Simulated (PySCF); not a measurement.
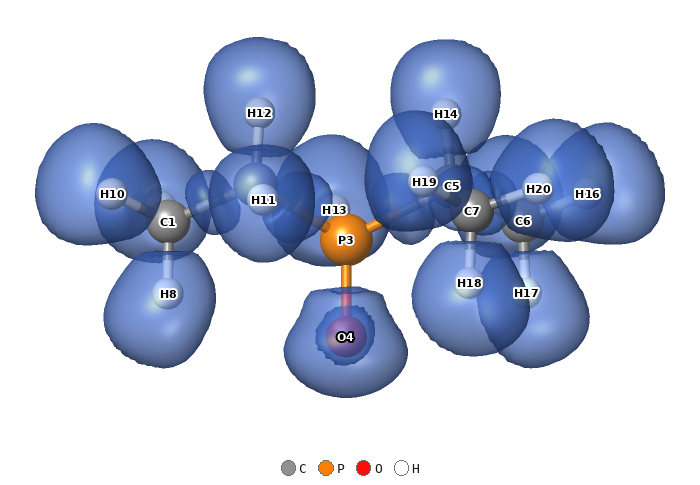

Figure. C₅H₁₃OP. Isosurface of the electron localisation function at 0.75 (blue), seen from one side. Core shells and regions of very low density are left out.

Geometry: GFN2-xTB.

The calculation used PySCF, PBE0/pcSseg-1, SCF density, gas phase, non-relativistic.

The calculation's input:

```
{"job": {"kind": "nmr", "xc": "PBE0", "basis": "pcSseg-1"}, "charge": 0, "multiplicity": 1}
C      3.011415    -0.063085    -0.216213
C      1.655927    -0.516093     0.307151
P      0.354683     0.342553    -0.662167
O      0.442575     1.803435    -0.620726
C     -1.289160    -0.340978    -0.169129
C     -2.301618     0.188170    -1.176151
C     -1.597875     0.129860     1.244850
H      3.080240     1.021551    -0.156328
H      3.132576    -0.352919    -1.259332
H      3.822437    -0.499796     0.363499
H      1.535970    -0.222277     1.353514
H      1.537595    -1.597049     0.227630
H      0.534855    -0.187374    -1.945458
H     -1.254855    -1.433362    -0.208964
H     -2.049618    -0.144673    -2.182636
H     -3.306303    -0.155121    -0.935848
H     -2.291624     1.276805    -1.164445
H     -1.492493     1.212868     1.296858
H     -0.914008    -0.317812     1.964532
H     -2.615868    -0.134023     1.526630
```

Run with:

```sh
OMP_NUM_THREADS=1 python probes_run.py task.json out
```

Q: What do the ELF domains correspond to?

A: The surface consists of three regions between bonded C–C atoms (shared pairs), two regions between bonded C–P atoms (shared pairs), 13 regions around hydrogen nuclei and one region wrapped around O (its lone pairs, merged into a ring or cap).

Values along the shortest contacts:
P–O (1.46 Å): the ELF peaks at about 0.80 between the atoms; a polar covalent bond. C–C (1.52 Å): the ELF peaks at about 0.95 between the atoms, as expected for a shared electron pair.
